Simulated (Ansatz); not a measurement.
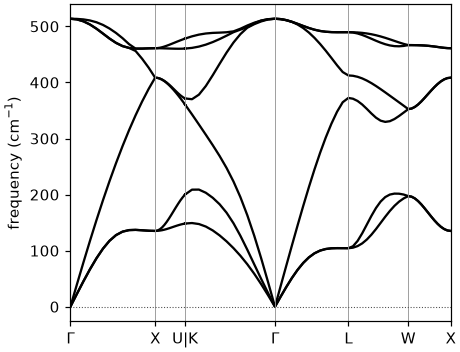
*Phonon dispersion of Si (diamond, Fd-3m), the program Ansatz at the LDA level (PAW); imaginary frequencies are drawn negative*

### Question
Is this phase dynamically stable?

### Answer
Yes, on this path no branch is imaginary.

### Question
How high does the spectrum reach?

### Answer
About 510 cm⁻¹ (15.4 THz).

The LDA relaxation kept the symmetry of its start.

Potentials: the earlier of the program's two PAW sets. The files were generated under PBE; for other functionals the program regenerates the frozen cores, and for LDA and PBEsol the local potential too.
